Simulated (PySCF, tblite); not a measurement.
# C₄H₂Cl₂F radical: geometry, infrared bands and EPR parameters

Aim: predict the infrared bands and EPR parameters of C₄H₂Cl₂F radical (`F[C@@]1(Cl)C=C1[CH]Cl`).

The runs use tblite 0.8.0 and PySCF 2.14.0, with density-fitted response routines of our own; the level of theory stands in each step. All values are computed, except where a source is named. Atoms count from 0, in the outputs and in this text.

### Step 1. Starting geometry

9 atoms, charge 0, multiplicity 2; geometry from: force field or distance geometry start.

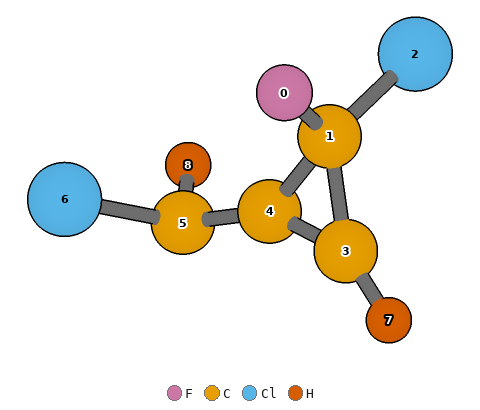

As it starts; fluorine pink, carbon amber, chlorine blue, hydrogen orange, atoms numbered.

### Step 2. Optimising the geometry with GFN2-xTB

The job: settings as JSON, then the geometry in Å.

```
{"job": {"kind": "relax", "xc": "GFN2-xTB", "basis": "xTB"}, "charge": 0, "multiplicity": 2}
F     -0.735900     1.676200    -1.045900
C     -0.915900     0.663200    -0.160900
Cl    -1.766100     1.105500     1.335500
C     -0.984900    -0.755200    -0.621600
C      0.145800    -0.385700     0.013000
C      1.509200    -0.660800     0.529000
Cl     2.658500     0.218100    -0.539800
H     -1.540700    -1.561700    -1.102400
H      1.643500    -0.293600     1.567900
```

The run is started by

```bash
> OMP_NUM_THREADS=1 python probes_run.py task.json out
```

The driver reads the jobs from task.json and runs them one after another.

**Question.** This job is followed by: GFN2-xTB harmonic vibrations, gas phase; UKS B3LYP, pcH-1 on C Cl F H, non-relativistic, mean-field spin-orbit, GIAO. What will the session give for the following? strongest single infrared mode (GFN2-xTB); zero-point energy (GFN2-xTB); g(iso) (B3LYP); ⟨S²⟩; largest a(iso); potential on the surface of density 0.002 e/bohr³, 1st and 99th percentile.

As calculated:

| quantity | value |
| --- | --- |
| strongest single infrared mode (GFN2-xTB) | 1703 cm⁻¹, 161 km/mol |
| zero-point energy (GFN2-xTB) | 27.4 kcal/mol |
| g(iso) (B3LYP) | 2.00613 |
| ⟨S²⟩ | 0.771 (exact 0.75) |
| largest a(iso) | 13C on C5, 64.5 MHz |
| potential on the surface of density 0.002 e/bohr³, 1st and 99th percentile | -0.86 V and 1.60 V |

In words: Relaxing lowered the energy by 1.134 eV in 68 steps; the close pair that moved most is C4–C5, from 1.484 to 1.357 Å. No mode is imaginary among the 21: a minimum at this level. The strongest single mode, at 1703 cm⁻¹, moves mainly C4. GFN2-xTB is a fitted tight-binding method: band positions and strengths are rough. Its intensities can rank the bands wrongly. The largest spin populations lie on C5 (0.63 e), C3 (0.52 e). The isotropic g lies 3.8 ppt above the free-electron value. These values are for one conformer; the search (at its own cheap level) found 1 more, at 0.41 kcal/mol, and measured spectra average over such forms.
